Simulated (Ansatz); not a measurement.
# HfO2: pressure series

Consider HfO₂ (space group Pca2_1, No. 29).

```xyz
12
Lattice="5.2944 0.0000 0.0000 0.0000 5.0698 0.0000 0.0000 0.0000 5.1018" Properties=species:S:1:pos:R:3 pbc="T T T"
Hf     0.1726     1.3501     1.2738
Hf     5.1218     3.7197     3.8247
Hf     2.8197     3.7197     1.2738
Hf     2.4746     1.3501     3.8247
O      1.9347     0.3428     0.5434
O      3.3597     4.7270     3.0943
O      4.5819     4.7270     0.5434
O      0.7125     0.3428     3.0943
O      1.2136     2.7235     5.1010
O      4.0808     2.3463     2.5500
O      3.8608     2.3463     5.1010
O      1.4336     2.7235     2.5500
```

Cell and atoms are relaxed at each pressure.

Levels (all Ansatz, a program for electronic structure, PAW, earlier PAW set): PBE (420 eV, no spin-orbit coupling); r2SCAN (500 eV, spin-orbit coupling left out).

The base cell above is that of PBE; each level relaxes its own structures.

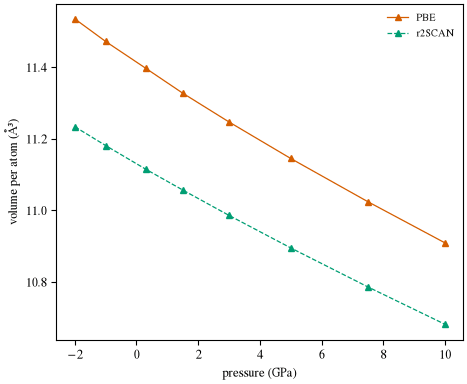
Figure: Volume per atom under two levels

**Question.** How do the two levels compare along the series?

**Answer.** PBE lies above r2SCAN in every row, by 0.23 Å³ to 0.30 Å³. They put the cases in the same order.

Load acts through the strain it causes; cell and atoms are relaxed under it. Stability against distortions was not tested. No other phases were tried under pressure. This is not the structure that HfO2 has at room temperature and ambient pressure.
